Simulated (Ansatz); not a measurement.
**AlClH3N···H2: density, localisation and related maps**

The calculation's input:

```
crystal:
  periodic: [false, false, false]
  atoms:
    - { symbol: Al, position_ang: [0.0, 0.0, 0.0] }
    - { symbol: H, position_ang: [0.0, 0.0, 1.91] }
    - { symbol: H, position_ang: [1.351, 0.0, -0.78] }
    - { symbol: Cl, position_ang: [-1.9312, 0.0, -1.115] }
    - { symbol: "N", position_ang: [-0.2843, -2.0875, 0.7] }
    - { symbol: H, position_ang: [-0.6995, -2.8131, 0.0484] }
    - { symbol: H, position_ang: [-0.0048, -2.3586, 1.6859] }
    - { symbol: H, position_ang: [-0.1387, -1.0186, 1.8385] }
basis:
  gaussian: { orbitals: def2-TZVP }
hamiltonian:
  xc: pbe
relax:
  f_tol: 0.15
  max_steps: 25
  restrain:
    - { distance: [0, 4], at: 1.92, k: 30.0 }
    - { distance: [7, 1], at: 0.66, k: 30.0 }
    - { distance: [0, 1], at: 2.76, k: 30.0 }
    - { distance: [7, 4], at: 2.26, k: 30.0 }
output:
  orbitals: {}
```

Command:

```sh
ansatz run input.yaml --threads 4 --pin off --max-ram 5120MiB --backend cpu --events-out ev --progress --plain --runs-dir out
```

The fields are those of the run's last geometry, not of the input's.

Not at a stationary point (largest force 1.8 eV/Å).

All numbers below come from Ansatz 0.2.0, RKS PBE/def2-TZVP.

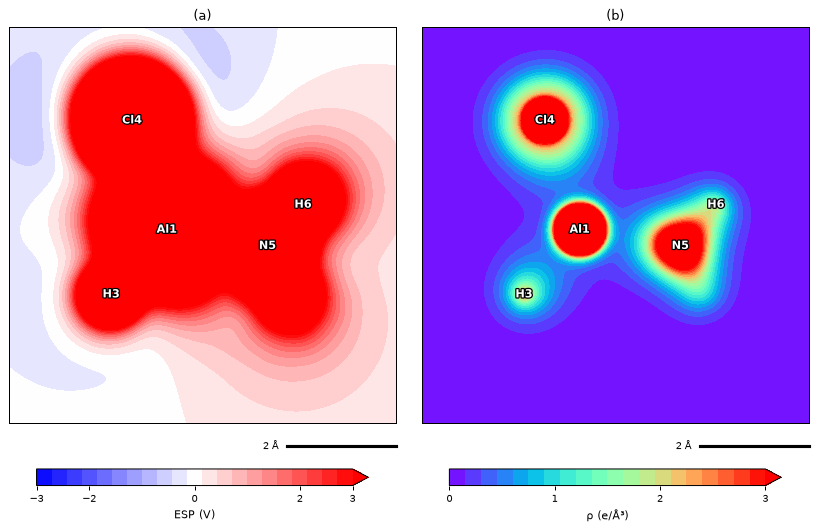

Figure 1. (a) molecular electrostatic potential; (b) electron density on the plane of atoms H3, Al1 and N5.

**Describe what can be read from this map.**

- Atoms in the plane: Al, H, Cl and N.
- Al–N (1.87 Å): ρ is about 0.72 e/Å³ halfway.
- Al–Cl (2.11 Å): ρ at the midpoint is about 0.71 e/Å³.
- N–H (1.02 Å): ρ is about 2.8 e/Å³ halfway.
- Al–H (1.58 Å): ρ is about 0.56 e/Å³ halfway.
- Outside the dense part of the complex the potential is most negative (−0.6 V) near Cl4.

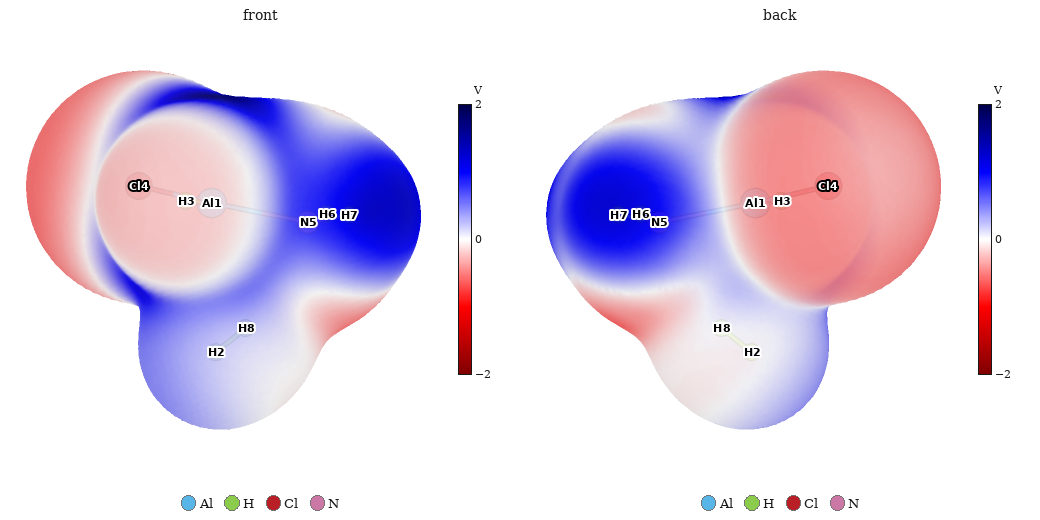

Figure 2. The electrostatic potential painted on the density surface at 0.001 e/bohr³, seen from the front and from behind; red is negative and blue positive.

**Where is the surface potential most negative and most positive?**

The most negative region (about −0.6 V) lies over Cl4 and N5, the most positive (about +1.7 V) over Al1.

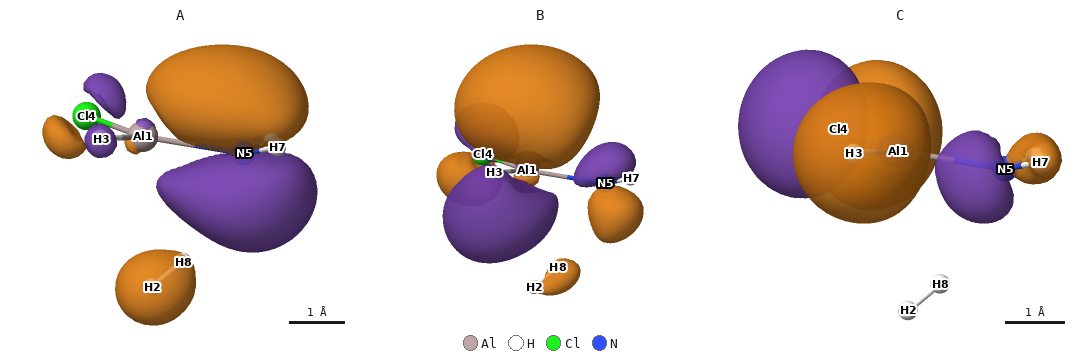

Figure 3. Three frontier orbitals at ±0.08 Å⁻³ᐟ² (orange and purple are the two phases), in no order.

**Order the three orbitals by energy and name them.**

C is the HOMO−1 (−7.55 eV). Its weight (Hirshfeld) is mainly on Cl4 (about 65 %), H3 (about 15 %) and Al1 (about 15 %). A is the HOMO (−6.06 eV). Its weight (Hirshfeld) is mainly on N5 (about 70 %); largely a lone pair of N5. B is the LUMO (−1.38 eV). By Hirshfeld shares it lies mainly on Al1 (about 65 %), Cl4 (about 10 %), N5 (about 10 %) and H3 (about 10 %).

**What is the HOMO–LUMO gap?**

4.68 eV between the orbital energies.
